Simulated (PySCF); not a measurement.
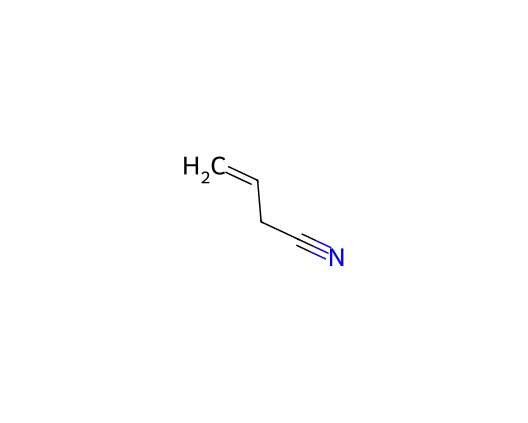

2D structure.

**Give its SMILES.**

C=CCC#N

**What is the molecular formula?**

C4H5N.

**An optimisation with PBE0-D3(BJ)/def2-TZVP gave a structure of which point group?**

C1. Other conformers may differ.

More results for the same structure follow; atom numbers are the same in all pictures, views and colours differ. The computed structure is the end point of a PBE0-D3(BJ)/def2-TZVP optimisation. No frequency run is at hand to confirm it as a minimum.

### Geometry

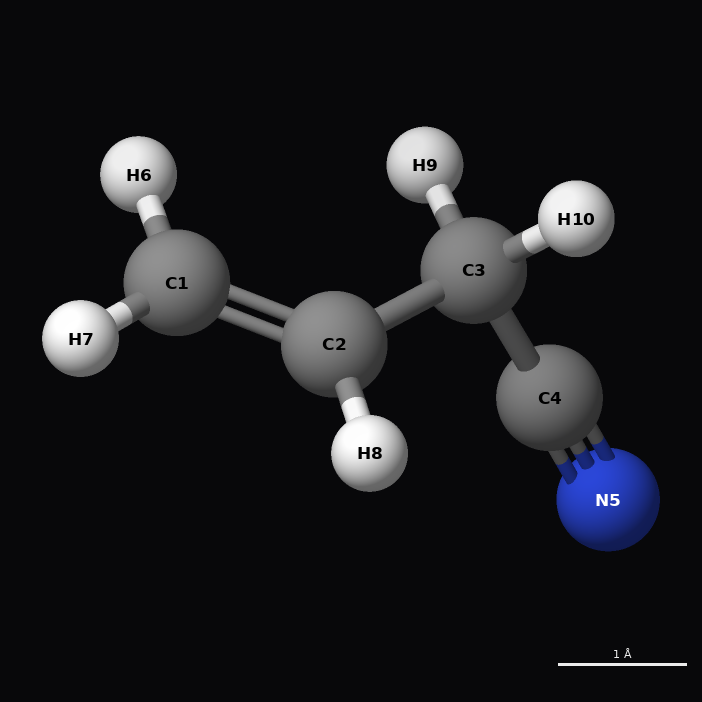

Numbered structure. No frequency run is at hand to confirm it as a minimum.

Give these bond angles: C2–C1–H6, C2–C1–H7, C1–C2–C3, C1–C2–H8, C3–C2–H8, C2–C3–C4, C2–C3–H9, C2–C3–H10, C4–C3–H9, C4–C3–H10, C3–C4–N5.

```csv
angle,degrees
C2–C1–H6,121.6
C2–C1–H7,121.2
C1–C2–C3,123.6
C1–C2–H8,120.5
C3–C2–H8,115.9
C2–C3–C4,112.2
C2–C3–H9,110.6
C2–C3–H10,110.4
C4–C3–H9,108.7
C4–C3–H10,107.6
C3–C4–N5,179.1
```

### NMR shielding

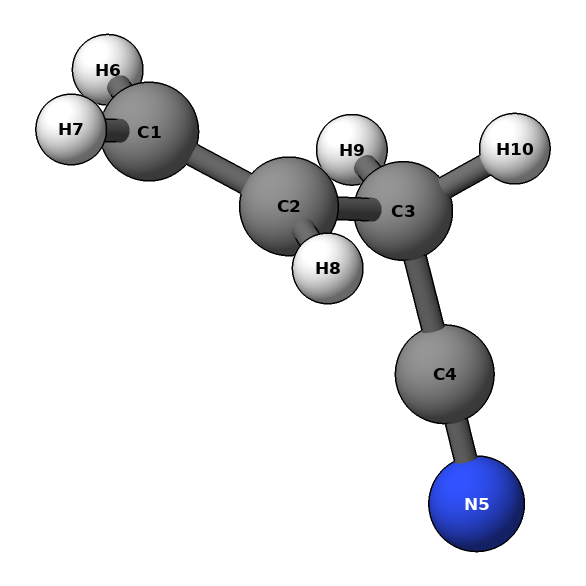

No frequency run is at hand to confirm it as a minimum. Properties computed with GIAO ωB97X-D/pcSseg-2 NMR shielding, non-relativistic, IEF-PCM chloroform (PySCF 2.14.0). Principal shieldings σ11 ≤ σ22 ≤ σ33, span Ω = σ33 − σ11, skew κ = 3(σiso − σ22)/Ω.

Give the shielding tensors of the N atoms.

```tsv
atom	σ11	σ22	σ33	σiso	Ω	κ
N5	−181.3	−171.5	301.5	−17.1	482.8	0.96
```

Shieldings and span in ppm.

### Bond orders

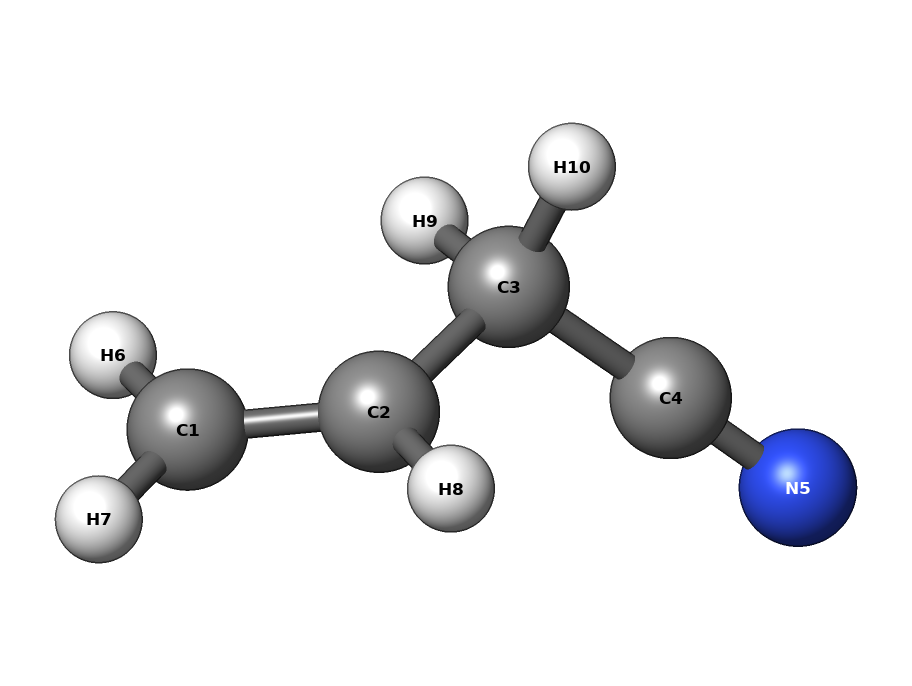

Every bond is drawn as one stick. No frequency run is at hand to confirm it as a minimum. Method: PBE0/pcSseg-2 (PySCF 2.14.0).

**Which bond has the highest Mayer bond order?**

C4–N5, 3.05, at a length of 1.149 Å.

List the Mayer bond orders of C1–C2, C1–H6, C1–H7, C2–C3, C2–H8, C3–C4, C3–H9, C3–H10, C4–N5.

| bond | Mayer order | length (Å) |
| --- | --- | --- |
| C1–C2 | 1.93 | 1.322 |
| C1–H6 | 1.00 | 1.085 |
| C1–H7 | 1.00 | 1.083 |
| C2–C3 | 0.98 | 1.502 |
| C2–H8 | 1.00 | 1.086 |
| C3–C4 | 0.96 | 1.457 |
| C3–H9 | 0.98 | 1.093 |
| C3–H10 | 0.97 | 1.096 |
| C4–N5 | 3.05 | 1.149 |

### Charges

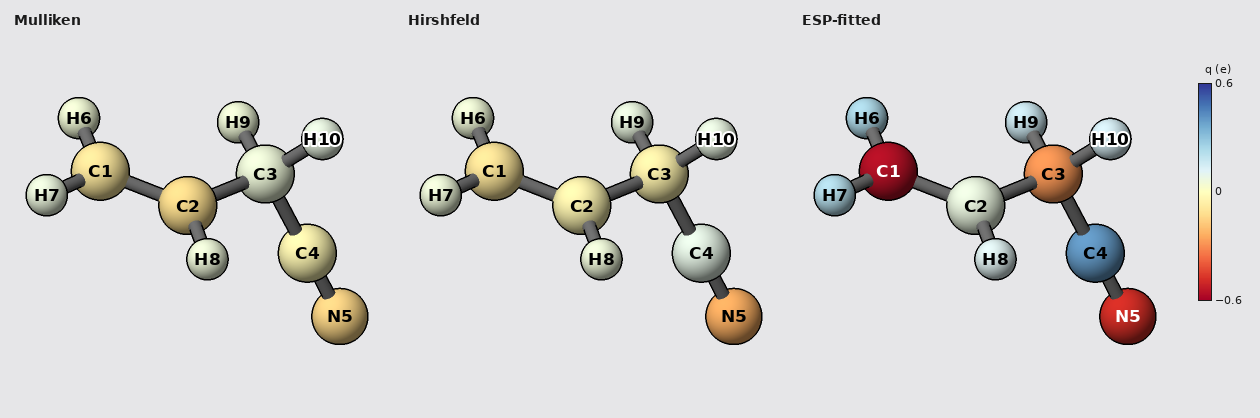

Atomic charges of one calculation by 3 schemes, on one colour scale. No frequency run is at hand to confirm it as a minimum. Level of theory: PBE0/pcSseg-2 (PySCF 2.14.0).

**Which scheme gives the most polar picture (largest mean size of the charges)?**

The ESP-fitted charges are the largest in size here, and the Mulliken charges the smallest.

**On which atom do the schemes disagree most?**

On C1 (from −0.56 to −0.08 e).

List the charges (e), one line for each set of equivalent atoms.

```csv
atom,Mulliken,Hirshfeld,ESP-fitted
C1,−0.08,−0.09,−0.56
C2,−0.12,−0.03,0.07
C3,0.06,−0.05,−0.28
C4,−0.03,0.08,0.40
N5,−0.14,−0.23,−0.48
H6,0.05,0.05,0.23
H7,0.07,0.06,0.21
H8,0.06,0.06,0.11
H9,0.06,0.07,0.16
H10,0.08,0.08,0.14
```

Mulliken values depend strongly on the basis set and can even reverse the polarity of a bond.
